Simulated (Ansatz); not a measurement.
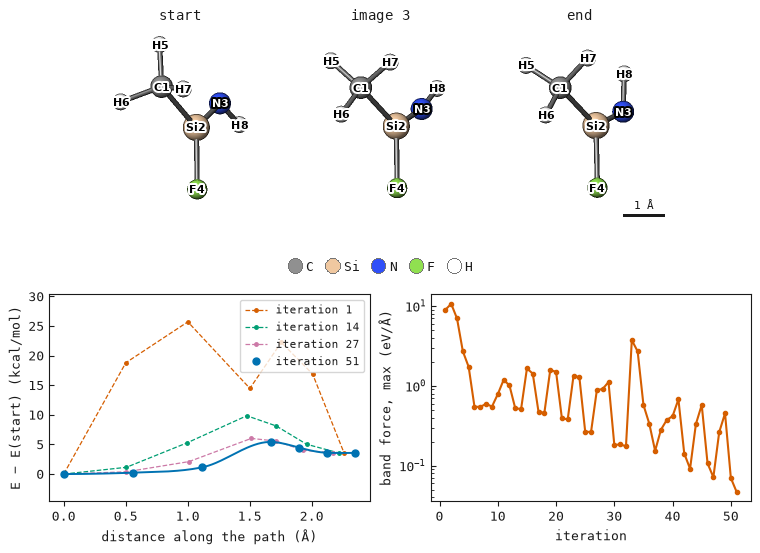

A search for the minimum-energy path of CH₄FNSi by the nudged elastic band. Images are numbered from 0 (start) to 6 (end). The plot follows the band through its iterations. Style: ball-and-stick. Shown from a free direction.

Method: RKS B3LYP/def2-SVP (Ansatz). Set-up: 5 movable images; climbing image from the first iteration; force threshold 0.05 eV/Å; iteration limit 60; optimiser L-BFGS; starting path through a guess of the saddle point.

> Did the band converge, and can the barrier be trusted?

The run is converged, with reservations. The band converged in 51 iterations. The largest component of the band force went from 9 to 0.047 eV/Å. The climbing image converged on the top of the path. Its curvatures weren't checked. The first iteration put the highest image at 25.72 kcal/mol. The highest point, image 3, lies 5.43 kcal/mol above the start and 1.85 kcal/mol above the end; the end is at +3.58 kcal/mol relative to the start.

The run took of the order of 11 core-minutes on a shared host.
